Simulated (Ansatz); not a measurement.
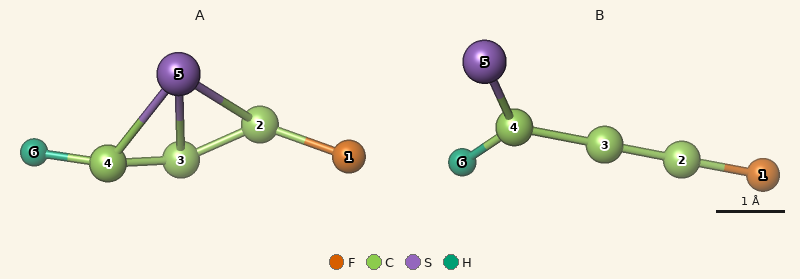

Two geometries of C$_{3}$HFS, drawn at one scale. One is the start of a relaxation, the other its converged end. A ball-and-stick model, seen from a free direction.

Level of theory: UKS B3LYP-D4/def2-SVP in Ansatz 0.2.0. Set-up: collinear spin; force threshold 0.02 eV/Å; at most 50 steps.

Question: Which one is relaxed?

Answer: Structure B is the relaxed one. The run prepares an end point of a later path (hydrogen shift) calculation, from a guessed geometry. Over 31 accepted moves (33 points after the start) the energy falls by 3.920 eV. The largest force component goes from 8 to 0.018 eV/Å. The line search rejected the trial steps at points 9, 14 of the run. S5 moves most after the best rigid fit: 1.46 Å. By element the largest moves are S 1.46 Å, F 0.77 Å, C 0.63 Å, H 0.45 Å. Near-neighbour distances that change, for instance: C2–S5 2.015 → 3.812 Å, C3–S5 1.981 → 2.710 Å, C4–S5 1.956 → 1.634 Å, C3–C4 1.204 → 1.417 Å. Bonds break, among them: C2–S5 (2.01 → 3.81 Å). Bond angles that change, for instance: C3–C4–S5 73.3° → 125.1°, F1–C2–C3 136.4° → 179.6°, C2–C3–C4 143.7° → 179.9°. Cost: 35 s on 2 threads of AMD EPYC 9R45 96-Core Processor (Zen 5) (shared host), peak memory 0.23 GiB.
